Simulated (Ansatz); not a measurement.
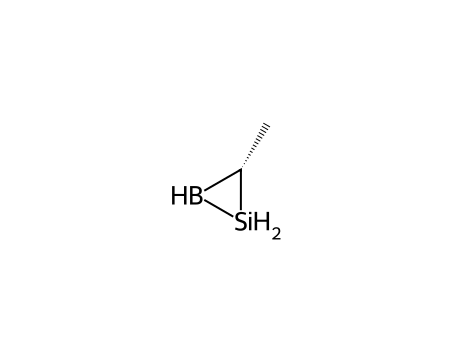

(Drawn from a calculation with Ansatz.)

2D structure.

Transcribe the drawing into SMILES.

C[C@H]1B[SiH2]1

Give the formula, hydrogens included.

C2H7BSi.

An optimisation with PBE0-D4/def2-TZVP gave a structure of which point group?

C1.
